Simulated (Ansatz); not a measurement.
Consider KMnF3 (cubic perovskite) (Pm-3m).

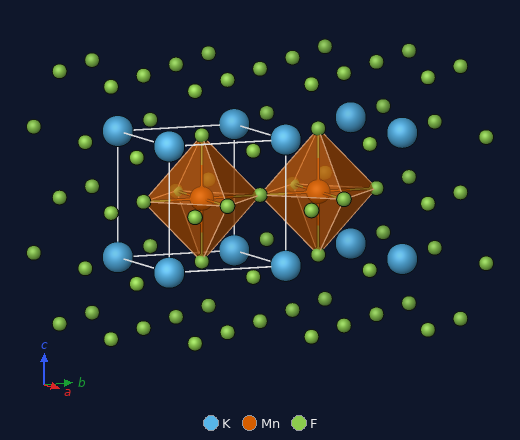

The structure (potassium blue, manganese orange, fluorine green). 1×2×1 cells are drawn. Some periodic images of atoms are drawn too.

The structure was built from a prototype and need not be the compound's stable phase.

```cif
data_structure
_symmetry_space_group_name_H-M 'P 1'
_symmetry_Int_Tables_number 1
_cell_length_a 3.8687
_cell_length_b 3.8687
_cell_length_c 3.8687
_cell_angle_alpha 90.000
_cell_angle_beta 90.000
_cell_angle_gamma 90.000
_cell_volume 57.90
loop_
_atom_site_label
_atom_site_type_symbol
_atom_site_fract_x
_atom_site_fract_y
_atom_site_fract_z
_atom_site_occupancy
K1 K 0.00000 0.00000 0.00000 1
Mn2 Mn 0.50000 0.50000 0.50000 1
F3 F 0.50000 0.50000 0.00000 1
F4 F 0.50000 0.00000 0.50000 1
F5 F 0.00000 0.50000 0.50000 1
```

The structure was relaxed with LDA. The structure type comes from a generator and need not be one that this composition takes. The structure was generated from a model, not taken from a measurement. The runs that relaxed it are not among those shown. The program's search for lower electronic states was switched off, so nothing shows that the state found is the lowest. PAW set soft_2, made with PBE.

A constrained-RPA run (Ansatz 0.2.0; non-magnetic LDA; Mn d, bands v3 to c2, 4×4×4 mesh, medium accuracy) builds 5 functions on bands 3.5 eV wide, with 5.0 electrons in the window. The bare on-site interaction is 20.5 eV and the bare J 0.69 eV.

Q: What U and J survive the screening?

On the Mn d shell, U = 7.01 eV (34 % of the bare value), U′ = 5.88 eV, J = 0.57 eV.

The parent state is non-magnetic and the interaction static (zero frequency); U depends on the window and the orbitals, so it belongs to this model alone.

[Paths, hosts, dates, memory and timing lines, banners, echoed tables and standing remarks are left out of the program output.]

[Logs are printed without paths, hosts, clocks, repeated set-up lines and the standing remarks that a program may print on its own settings, such as how far it seeks lower states.]

[Runs of the session that timed out or met a known fault of the program may be left out.]

[Hosts, paths, dates, database ids (printed as entryN), source tags and the programs' standing remarks are cut or masked in the printed files.]
